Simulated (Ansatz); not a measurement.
# MgAs2 in C2/m, a phase reached by a soft mode: following an unstable mode, part 2 of 2

Aim: this structure of MgAs2 in C2/m, a phase reached by a soft mode is to be tested for unstable modes, and one is followed downhill.

Ansatz 0.2.0; DFT PBE+D3(BJ), scalar-relativistic, plane waves, PAW.

So far. Step 4 (The mode frozen in, largest atomic shift 0.14 Å): The run ends at a pressure of 0.51 GPa, with forces up to 0.20 eV/Å. Step 5 (Energy along the mode, all amplitudes (two of the runs …): The lowest of the steps tried is at 0.14 Å, 8.24 meV/atom below the parent; the bottom of the well need not coincide with a step.

The structure was built from a prototype and need not be the compound's stable phase.

## 6. Relaxation from the frozen mode

Starting from the lowest point found, all atoms and the cell are let go, so that strain and other modes of the same symmetry can join in.

File input.yaml:

```yaml
crystal:
  lattice:
    - [4.2133693125, -2.6002441992, 0.0001262099]
    - [4.2133693125, 2.6002441992, 0.0001262099]
    - [-0.2070858946, 0.0, 5.4210298616]
  atoms:
    - { symbol: Mg, position: [0.1637434369, 0.1574223986, 0.2452416233] }
    - { symbol: Mg, position: [0.8425776014, 0.8362565631, 0.7547583767] }
    - { symbol: As, position: [0.5135601479, 0.4617696325, 0.7723965745] }
    - { symbol: As, position: [0.7829785287, 0.8368196257, 0.2563583468] }
    - { symbol: As, position: [0.1631803743, 0.2170214713, 0.7436416532] }
    - { symbol: As, position: [0.5382303675, 0.4864398521, 0.2276034255] }
kpoints:
  mp_grid: { grid: [8, 8, 8] }
hamiltonian:
  xc: pbe
  dispersion: d3bj
scf:
  occupations: { method: methfessel_paxton, width: 0.2 }
output:
  forces: true
  stress: true
  eigenvalues: true
relax:
  adjacent_minimum: "off"
  f_tol: 0.002
  max_steps: 120
  cell: { stress_tol: 0.03 }
```

Launch:

```
ansatz run input.yaml --threads 8 --pin off --max-ram 14336MiB --backend cpu --events-out ev --progress --plain --runs-dir out
```

Numbers of over 12 decimals in the logs are rounded to 6 here.

The log of the run:

```text
[...]
Crystal: 6 atoms, lattice volume = 118.783 Å³
Basis set: ecut = 420 eV, 2331 PW (Γ), exchange–correlation on 72×72×80 points (8 copies of the dense FFT grid, shifted against one another)
Bands: 48, of which v1, the nominal top of the filled ones, is band 40 counted from 1 (39 counted from 0)
Symmetry: 2 space group operations
[...]
k-points: 150 of 512 (time reversal used)
[...]
SCF iter   1: F=—  HF=-23275.428169 eV  |F-HF|=—  |Δ(HF+E_count)|=         —  Δρ=2.49e-3  dr2=1.55e-2  ethr=1.77e-3  ⟨swp⟩=6.1  Hψ=25984  notcnv=0
[...]
SCF iter   8: F=-23275.423332 eV  HF=-23275.423332 eV  |F-HF|=3.03e-8  |Δ(HF+E_count)|=   1.99e-8  S|Δr|=    0.00e0  Δρ=3.74e-6  dr2=2.62e-8  ethr=1.25e-10  ⟨swp⟩=9.3  Hψ=30123  notcnv=0
SCF 1 converged in 8 iterations: F = -23275.423332 eV  dr2 = 2.62e-8
[...]
relax step   1: F+E_penalty+E_count = -23275.42333245 eV  Δ(F+E_penalty+E_count) = +0.000e0 eV  max|allowed force component| = 1.961e-1 eV/Å  Δτ_max = 0.0000 Å  P = +0.507 GPa  Ω = 118.783 Å³  (8 SCF iters, dr2 threshold 1.00e-7 eV, accepted)
Crystal: 6 atoms, lattice volume = 119.945 Å³
Basis set: ecut = 420 eV, 2337 PW (Γ), exchange–correlation on 72×72×80 points (8 copies of the dense FFT grid, shifted against one another)
[...]
iter 1 solved again at ethr=1.09e-5 eV; its pass at ethr=3.10e-3 eV (dr2=8.76e-3 eV) is discarded
[...]
SCF iter   6: F=-23275.447553 eV  HF=-23275.447553 eV  |F-HF|=6.80e-10  |Δ(HF+E_count)|=   3.43e-7  S|Δr|=    0.00e0  Δρ=1.55e-5  dr2=3.20e-7  ethr=7.50e-10  ⟨swp⟩=7.0  Hψ=33164  notcnv=0
SCF 2 converged in 6 iterations: F = -23275.447553 eV  dr2 = 3.20e-7
relax step   2: F+E_penalty+E_count = -23275.44755308 eV  Δ(F+E_penalty+E_count) = -2.422e-2 eV  max|allowed force component| = 1.059e-1 eV/Å  Δτ_max = 0.0523 Å  P = -0.167 GPa  Ω = 119.945 Å³  energy of the carried Pulay correction = -1.276e-4 eV  (6 SCF iters, dr2 threshold 6.00e-7 eV, accepted)
Crystal: 6 atoms, lattice volume = 119.693 Å³
Basis set: ecut = 420 eV, 2327 PW (Γ), exchange–correlation on 72×72×80 points (8 copies of the dense FFT grid, shifted against one another)
[...]
SCF iter   6: F=-23275.459718 eV  HF=-23275.459718 eV  |F-HF|=2.13e-8  |Δ(HF+E_count)|=   6.40e-7  S|Δr|=    0.00e0  Δρ=1.83e-5  dr2=4.30e-7  ethr=7.50e-10  ⟨swp⟩=7.1  Hψ=36650  notcnv=0
SCF 3 converged in 6 iterations: F = -23275.459718 eV  dr2 = 4.30e-7
relax step   3: F+E_penalty+E_count = -23275.45971839 eV  Δ(F+E_penalty+E_count) = -1.217e-2 eV  max|allowed force component| = 5.128e-2 eV/Å  Δτ_max = 0.0558 Å  P = +0.173 GPa  Ω = 119.693 Å³  energy of the carried Pulay correction = -1.001e-4 eV  (6 SCF iters, dr2 threshold 6.00e-7 eV, accepted)
[...]
relax step   4: F+E_penalty+E_count = -23275.46116667 eV  Δ(F+E_penalty+E_count) = -1.448e-3 eV  max|allowed force component| = 4.214e-2 eV/Å  Δτ_max = 0.0257 Å  P = -0.167 GPa  Ω = 120.076 Å³  energy of the carried Pulay correction = -1.420e-4 eV  (6 SCF iters, dr2 threshold 4.51e-7 eV, accepted)
[...]
relax step   5: F+E_penalty+E_count = -23275.46215012 eV  Δ(F+E_penalty+E_count) = -9.835e-4 eV  max|allowed force component| = 1.185e-2 eV/Å  Δτ_max = 0.0092 Å  P = -0.025 GPa  Ω = 119.932 Å³  energy of the carried Pulay correction = -1.263e-4 eV  (6 SCF iters, dr2 threshold 1.16e-7 eV, accepted)
[...]
relax step   6: F+E_penalty+E_count = -23275.46221936 eV  Δ(F+E_penalty+E_count) = -6.923e-5 eV  max|allowed force component| = 2.830e-3 eV/Å  Δτ_max = 0.0035 Å  P = +0.008 GPa  Ω = 119.838 Å³  energy of the carried Pulay correction = -1.160e-4 eV  (6 SCF iters, dr2 threshold 1.38e-8 eV, accepted)
[...]
relax step   7: F+E_penalty+E_count = -23275.46222513 eV  Δ(F+E_penalty+E_count) = -5.775e-6 eV  max|allowed force component| = 1.043e-3 eV/Å  Δτ_max = 0.0015 Å  P = -0.002 GPa  Ω = 119.862 Å³  energy of the carried Pulay correction = -1.186e-4 eV  (6 SCF iters, dr2 threshold 5.01e-10 eV, accepted)
[...]
SCF iter   5: F=-23275.462437 eV  HF=-23275.462437 eV  |F-HF|=7.28e-12  |Δ(HF+E_count)|=  7.06e-10  S|Δr|=    0.00e0  Δρ=1.12e-7  dr2=1.69e-11  ethr=1.00e-12  ⟨swp⟩=6.7  Hψ=36818  notcnv=0
SCF 8 converged in 5 iterations: F = -23275.462437 eV  dr2 = 1.69e-11
relax step   8: F+E_penalty+E_count = -23275.46243661 eV  Δ(F+E_penalty+E_count) = -2.115e-4 eV  max|allowed force component| = 1.058e-3 eV/Å  Δτ_max = 0.0000 Å  P = +0.001 GPa  Ω = 119.862 Å³  stress off target by 1.22e-2 GPa  SCF on the basis re-selected at this cell (its energy is not comparable with the rows above)  (5 SCF iters)
basis re-selected at this cell: Δ(F+E_penalty+E_count) = -2.115e-4 eV, ΔP = +0.003 GPa vs the last step (what re-selecting the basis moved, of the pressure what is left beyond the Pulay correction that the steps carried, after the strain that the cell walked since its last selection, with what the two solves' SCF thresholds leave and, on support functions, any second-order correction that the steps lacked; it is no m [...]
SCF converged after 5 iterations
[...]
Free energy (F): -23275.462437 eV
[...]
Internal energy: -23275.454932 eV  (E = F + TS)
E sigma→0 (E₀):  -23275.460560 eV
Entropy (-TS):   -0.007504 eV (-1.251 meV/atom)
Fermi energy:    9.742285 eV
Step filling:    the computed levels leave a gap of 0.0062 eV = 0.0 smearing widths at the electron count; against every level under it full and every level over it empty, smearing changes F+E_penalty+E_count by -3.361 meV and its σ→0 estimate by -1.485 meV
[...]
--- Forces (eV/Å), atoms counted from 1 ---
  atom   1  Mg    -0.00044765    -0.00024934     0.00006897
  atom   2  Mg     0.00044765    -0.00024934    -0.00006897
  atom   3  As    -0.00087392     0.00073293     0.00105786
  atom   4  As    -0.00043422    -0.00048452     0.00013180
  atom   5  As     0.00043422    -0.00048452    -0.00013180
  atom   6  As     0.00087392     0.00073293    -0.00105786
  max |Σ_I F_I| component: 1.87e-6 eV/Å
--- Stress (GPa, compression-positive) ---
       -0.003297       0.000000       0.001865
        0.000000       0.012202       0.000000
        0.001865       0.000000      -0.005606
  P = ⅓ Tr σ = 0.0011 GPa (0.011 kbar)
--- Band table (eV; the first three rows and the last of 150) ---
  k-point 0: bands = [... 36 lower, 7.1798, 8.1887, 8.5901, 8.8519, 9.2477, 10.7637, 11.3659, 11.6714, ... 4 higher]
  k-point 1: bands = [... 36 lower, 7.1908, 8.1439, 8.4621, 8.6742, 8.9805, 10.7241, 11.4455, 11.6710, ... 4 higher]
  k-point 2: bands = [... 36 lower, 7.2789, 8.0948, 8.1584, 8.3449, 8.4943, 10.4937, 10.9798, 12.3951, ... 4 higher]
  k-point 149: bands = [... 36 lower, 8.4417, 9.1287, 9.3762, 10.6289, 11.3280, 11.5631, 11.6819, 12.0531, ... 4 higher]
--- Relaxed structure (7 steps of the walk, 7 accepted, 1 SCFs on fresh bases) ---
  F+E_penalty+E_count = -23275.46243661 eV   max|allowed force component| = 1.058e-3 eV/Å   (the final SCF, on the basis selected at the relaxed cell)
  cell:  # Å, volume = 119.8622 Å³
    - [4.106035, -2.689142, 0.022725]
    - [4.106035, 2.689142, 0.022725]
    - [-0.172735, 1.26884589537206e-18, 5.426744]
  atoms:
    - { symbol: Mg, position: [0.164354, 0.152738, 0.244152] }
    - { symbol: Mg, position: [0.847262, 0.835646, 0.755848] }
    - { symbol: As, position: [0.527951, 0.455308, 0.772381] }
    - { symbol: As, position: [0.776656, 0.856645, 0.258441] }
    - { symbol: As, position: [0.143355, 0.223344, 0.741559] }
    - { symbol: As, position: [0.544692, 0.472049, 0.227619] }
```

The job ended after 42 s (8 threads of AMD EPYC 9R14 (Zen 4), shared host; peak memory 1 GiB).

Step by step:

| step | energy less that of the first step (eV) | largest force component (eV/Å) | pressure (GPa) | volume (Å³) |
| --- | --- | --- | --- | --- |
| 1 | 0.0000 | 0.1961 | 0.51 | 118.78 |
| 2 | -0.0242 | 0.1059 | -0.17 | 119.94 |
| 3 | -0.0364 | 0.0513 | 0.17 | 119.69 |
| 4 | -0.0378 | 0.0421 | -0.17 | 120.08 |
| 5 | -0.0388 | 0.0118 | -0.02 | 119.93 |
| 6 | -0.0389 | 0.0028 | 0.01 | 119.84 |
| 7 | -0.0389 | 0.0010 | 0.00 | 119.86 |
| 8* | -0.0391 | 0.0011 | 0.00 | 119.86 |

Relaxation steps marked * repeat the geometry before them on a plane-wave basis chosen anew for their cell, so energy and pressure can jump there.

The run keeps the 2 symmetry operations that it works with, so distortions that break them were not tested.

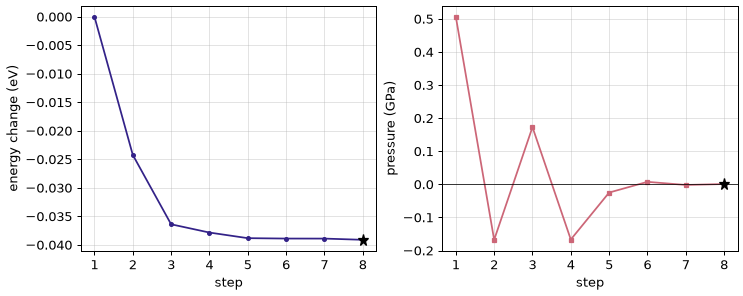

Energy and pressure along the relaxation. Stars mark steps on a basis chosen anew.

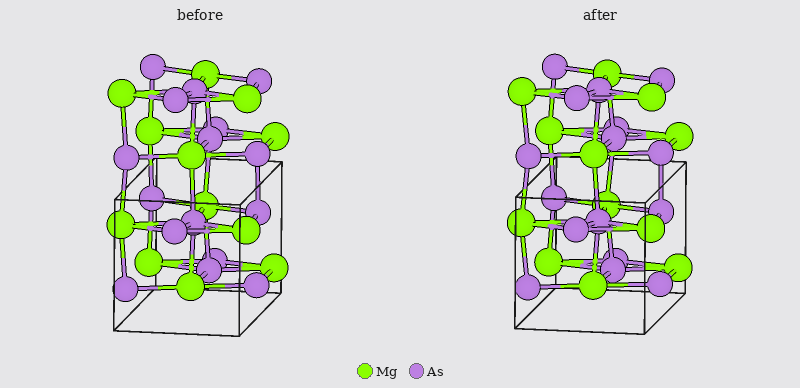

The structure before and after the relaxation, drawn at the same scale.

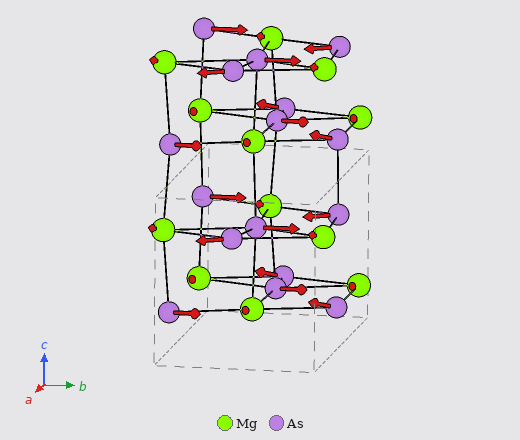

Displacements in the relaxation, exaggerated, measured against the changing cell; the longest in the cell stands for 0.09 Å. 1×1×2 conventional cells are drawn. Some periodic images of atoms are drawn too.

| cell as run | before | after | change |
| --- | --- | --- | --- |
| a (Å) | 4.951 | 4.908 | -0.9 % |
| b (Å) | 4.951 | 4.908 | -0.9 % |
| c (Å) | 5.425 | 5.429 | +0.1 % |
| α (°) | 91.86 | 91.26 | -0.7 % |
| β (°) | 91.86 | 91.26 | -0.7 % |
| γ (°) | 63.36 | 66.44 | +4.9 % |
| volume (Å³/atom) | 19.80 | 19.98 | +0.9 % |

The atoms that moved most (Å, as changes of fractional coordinates times the final cell):

| atom | dx | dy | dz | length |
| --- | --- | --- | --- | --- |
| As4 | 0.055 | 0.070 | 0.012 | 0.090 |
| As5 | -0.055 | 0.070 | -0.012 | 0.090 |
| As6 | -0.033 | -0.056 | 0.000 | 0.065 |
| As3 | 0.033 | -0.056 | 0.000 | 0.065 |
| Mg2 | 0.017 | -0.014 | 0.006 | 0.023 |
| Mg1 | -0.017 | -0.014 | -0.006 | 0.023 |

Final coordinates:

```xyz
6
Lattice="4.1060 -2.6891 0.0227 4.1060 2.6891 0.0227 -0.1727 0.0000 5.4267" Properties=species:S:1:pos:R:3 pbc="T T T"
Mg    1.2598   -0.0312    1.3322
Mg    6.7795   -0.0312    4.1400
As    3.9039   -0.1953    4.2139
As    6.6617    0.2151    1.4396
As    1.3776    0.2151    4.0326
As    4.1355   -0.1953    1.2583
```

Numbers from this step:

```yaml
pressure: 0.001100 GPa
volume_per_atom: 19.98 Å³
```

The distorted start has space group C2; the relaxation ends in C2.

## 7. The new phase in its own primitive cell

The relaxed structure is symmetrised, reduced to its primitive cell and relaxed tightly, as its phonons need.

input.yaml, the sections that differ from step 6:

```yaml
crystal:
  lattice:
    - [4.106097963, -2.6891424746, 0.0]
    - [4.106097963, 2.6891424746, 0.0]
    - [-0.1426990365, 0.0, 5.4276171004]
  atoms:
    - { symbol: Mg, position: [0.1643537333, 0.1527377733, 0.2441523107] }
    - { symbol: Mg, position: [0.8472622267, 0.8356462667, 0.7558476893] }
    - { symbol: As, position: [0.5279512098, 0.4553081173, 0.7723812617] }
    - { symbol: As, position: [0.7766562546, 0.8566448505, 0.2584408444] }
    - { symbol: As, position: [0.1433551495, 0.2233437454, 0.7415591556] }
    - { symbol: As, position: [0.5446918827, 0.4720487902, 0.2276187383] }
relax:
  adjacent_minimum: "off"
  f_tol: 0.001
  max_steps: 60
  cell: { stress_tol: 0.01 }
# kpoints, hamiltonian, scf, output: as in step 6
```

The log of the run:

```text
[...]
Crystal: 6 atoms, lattice volume = 119.862 Å³
Basis set: ecut = 420 eV, 2337 PW (Γ), exchange–correlation on 72×72×80 points (8 copies of the dense FFT grid, shifted against one another)
Bands: 48, of which v1, the nominal top of the filled ones, is band 40 counted from 1 (39 counted from 0)
Symmetry: 2 space group operations
[...]
k-points: 150 of 512 (time reversal used)
[...]
- [4.106008, -2.689542, 0.000176588]
    - [4.106008, 2.689542, 0.000176588]
    - [-0.142462, 0, 5.427448]
  atoms:
    - { symbol: Mg, position: [0.164354, 0.152697, 0.244154] }
    - { symbol: Mg, position: [0.847303, 0.835646, 0.755846] }
    - { symbol: As, position: [0.527937, 0.455304, 0.772389] }
    - { symbol: As, position: [0.776637, 0.856656, 0.258444] }
    - { symbol: As, position: [0.143344, 0.223363, 0.741556] }
    - { symbol: As, position: [0.544696, 0.472063, 0.227611] }
[key lines of the parts left out:]
SCF converged after 6 iterations
Free energy (F): -23275.462438 eV
Fermi energy:    9.740814 eV
P = ⅓ Tr σ = -0.0031 GPa (-0.031 kbar)
```

Wall time 16 s (8 threads); peak memory 1 GiB.

Little changed from the start: no atom moved by 0.005 Å and no cell edge by 0.1 %.

Numbers from this step:

* pressure: -0.003137 GPa

The largest force component left is 0.67 meV/Å and the pressure is -0.003 GPa, within the tolerances set. The cell now holds 19.98 Å³/atom.

## 8. Modes of the new phase

A relaxed structure may still be a saddle point, so its zone-centre modes are computed. No field response is asked, since the mesh shows no gap.

File input.yaml:

```yaml
crystal:
  lattice:
    - [4.1060075271, -2.6895420674, 0.0001765878]
    - [4.1060075271, 2.6895420674, 0.0001765878]
    - [-0.1424624723, 0.0, 5.4274475451]
  atoms:
    - { symbol: Mg, position: [0.1643542259, 0.1526972918, 0.2441541207] }
    - { symbol: Mg, position: [0.8473027082, 0.8356457741, 0.7558458793] }
    - { symbol: As, position: [0.5279373438, 0.4553041796, 0.7723891943] }
    - { symbol: As, position: [0.776636826, 0.8566564676, 0.2584443821] }
    - { symbol: As, position: [0.1433435324, 0.223363174, 0.7415556179] }
    - { symbol: As, position: [0.5446958204, 0.4720626562, 0.2276108057] }
kpoints:
  mp_grid: { grid: [8, 8, 8] }
hamiltonian:
  xc: pbe
  dispersion: d3bj
scf:
  occupations: { method: methfessel_paxton, width: 0.2 }
output:
  eigenvalues: true
phonons:
  method: dfpt
```

The log of the run:

```text
[...]
Crystal: 6 atoms, lattice volume = 119.874 Å³
Basis set: ecut = 420 eV, 2337 PW (Γ), exchange–correlation on 72×72×80 points (8 copies of the dense FFT grid, shifted against one another)
Bands: 48, of which v1, the nominal top of the filled ones, is band 40 counted from 1 (39 counted from 0)
Symmetry: 2 space group operations
k-points: 260 of 512 (irreducible under 1 space group operation, time reversal used)
[...]
SCF iter   1: F=—  HF=-23275.467687 eV  |F-HF|=—  |Δ(HF+E_count)|=         —  Δρ=2.59e-3  dr2=1.65e-2  ethr=1.77e-3  ⟨swp⟩=6.1  Hψ=44924  notcnv=0
[...]
SCF iter  12: F=-23275.462438 eV  HF=-23275.462438 eV  |F-HF|=0.00e0  |Δ(HF+E_count)|=    0.00e0  S|Δr|=    0.00e0  Δρ=2.81e-8  dr2=2.13e-12  ethr=1.00e-12  ⟨swp⟩=10.0  Hψ=64011  notcnv=0
SCF 1 converged in 12 iterations: F = -23275.462438 eV  dr2 = 2.13e-12
[...]
SCF converged after 12 iterations
[...]
Free energy (F): -23275.462438 eV
[...]
Internal energy: -23275.454933 eV  (E = F + TS)
E sigma→0 (E₀):  -23275.460561 eV
Entropy (-TS):   -0.007505 eV (-1.251 meV/atom)
Fermi energy:    9.740815 eV
[...]
--- Band table (eV; the first three rows and the last of 260) ---
  k-point 0: bands = [... 36 lower, 7.1786, 8.1872, 8.5890, 8.8514, 9.2459, 10.7630, 11.3644, 11.6708, ... 4 higher]
  k-point 1: bands = [... 36 lower, 7.1896, 8.1424, 8.4611, 8.6734, 8.9789, 10.7235, 11.4448, 11.6696, ... 4 higher]
  k-point 2: bands = [... 36 lower, 7.2777, 8.0939, 8.1571, 8.3436, 8.4932, 10.4932, 10.9790, 12.3938, ... 4 higher]
  k-point 259: bands = [... 36 lower, 8.4403, 9.1277, 9.3751, 10.6281, 11.3265, 11.5621, 11.6806, 12.0514, ... 4 higher]
[...]
k mesh reduced under 1 symmetry operation, with k and −k counted as one. Each operation leaves every solved perturbation unchanged. A smaller set is not used because it would not reduce the number of displacements times k-points to solve
  ASR residual: 4.116e-5 → 0.000e0 eV/Å²; symmetrization residual: 2.405e-6 eV/Å²
[...]
ASR residual per site (eV/Å²): 4.12e-5 4.12e-5 3.17e-5 3.25e-5 3.25e-5 3.17e-5
[...]
```

It took 2.2 min on 8 threads; peak memory 4.3 GiB; 15 min of CPU time.

This step gave:

```
sum-rule residual before enforcement                    : 4.12e-5 eV/Å²
point group                                             : 2
highest optical mode at the zone centre (no LO-TO term) : 262.5 cm⁻¹
lowest optical zone-centre mode                         : 51.29 cm⁻¹
```

Patterns of degenerate modes are one choice out of their space. Modes at Γ, with each element's share of the kinetic energy:

| mode | frequency (cm⁻¹) | symmetry | Mg % | As % |
| --- | --- | --- | --- | --- |
| 1 | 0.0 | acoustic | 14 | 86 |
| 2 | 0.0 | acoustic | 14 | 86 |
| 3 | 0.0 | acoustic | 14 | 86 |
| 4 | 51.3 | B | 12 | 88 |
| 5 | 64.1 | A | 29 | 71 |
| 6 | 66.8 | B | 16 | 84 |
| 7 | 73.6 | A | 20 | 80 |
| 8 | 105.6 | B | 7 | 93 |
| 9 | 117.9 | A | 3 | 97 |
| 10 | 131.6 | B | 80 | 20 |
| 11 | 136.9 | A | 75 | 25 |
| 12 | 162.8 | B | 0 | 100 |
| 13 | 166.5 | A | 4 | 96 |
| 14 | 199.7 | A | 2 | 98 |
| 15 | 240.0 | B | 73 | 27 |
| 16 | 251.4 | B | 84 | 16 |
| 17 | 252.1 | A | 84 | 16 |
| 18 | 262.5 | A | 69 | 31 |

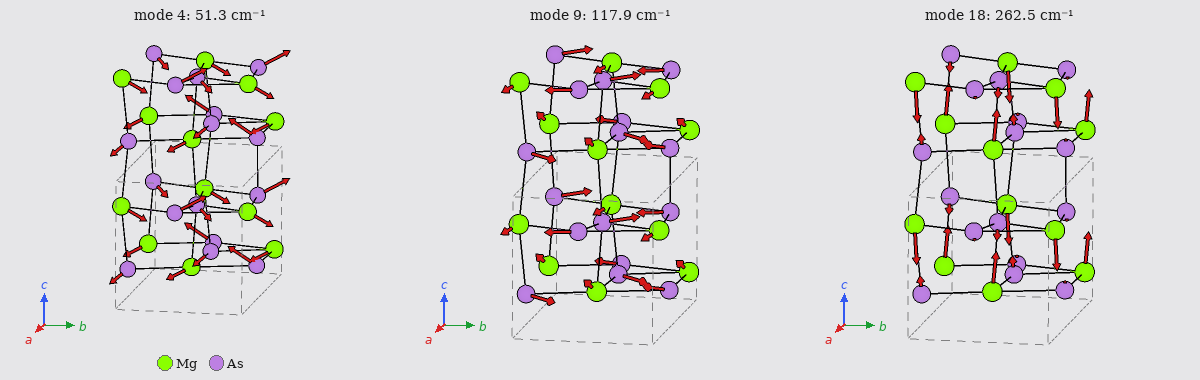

Displacement patterns of modes 4, 9 and 18 at Γ; arrows are exaggerated. 1×1×2 conventional cells are drawn. Some periodic images of atoms are drawn too.

Before it was imposed, the acoustic sum rule was missed by 4.1e-5 eV/Å². Small misses are needed for a sound result but don't prove that mesh and cutoff are converged. The lowest optical mode is real, 51.3 cm⁻¹.

## 9. The phases reached

The phases reached along the modes that were followed are set side by side.

Energies are those of the first relaxation, on the mesh of the frozen mode; space group, volume and gap are those of the last relaxation. Phases, by row:

| mode frozen in | space group | energy from parent (meV/atom) | volume (Å³/atom) | gap on mesh (eV) | lowest zone-centre optical mode (cm⁻¹) | largest shift (Å) |
| --- | --- | --- | --- | --- | --- | --- |
| parent | C2/m | 0 | 19.8 | 0 | – | – |
| q = (0, 0, 0), 90i cm⁻¹ | C2 | -14.51 | 19.98 | 0 | 51.3 | 0.226 |

## 10. Summary of results

- unstable mode of the parent: q = (0, 0, 0), 90i cm⁻¹
- depth at the lowest point sampled: 8.24 meV/atom
- largest atomic shift at that point: 0.14 Å
- space group reached (within 0.01 Å): C2
- energy gained over the parent (first relaxation, on the mesh of the frozen mode): 14.5 meV/atom
- volume per atom, phase reached: 20.0 Å³
- lowest optical zone-centre mode, phase reached: 51.3 cm⁻¹
- highest optical mode at the zone centre (no LO-TO term), phase reached: 262 cm⁻¹

Along this mode the structure falls into C2, 14.5 meV/atom below the parent. At the parent's cell the well is 8.236 meV/atom deep on the steps tried, with its lowest point at a shift of 0.14 Å. Relaxing atoms and cell changes the gain by +6.27 meV/atom against the lowest step (energies at zero smearing). The new phase has no imaginary mode at the zone centre of its cell; other wavevectors were not checked. Each path keeps the symmetry of its pattern, so a lower phase may lie along a pattern not tried. With no gap, or one that is small against the smearing, the frequencies hang on the k mesh and the smearing, most of all near Kohn anomalies. In the phonons the program treats the change of the C6 weights of the dispersion term with coordination only in part. The starting cell was built on a prototype and not taken from a measurement, so the phase need not exist.

[Logs are printed without paths, hosts, clocks, repeated set-up lines and the standing remarks that a program may print on its own settings, such as how far it seeks lower states.]

[Hosts, paths, dates, database ids (printed as entryN), source tags and the programs' standing remarks are cut or masked in the printed files.]
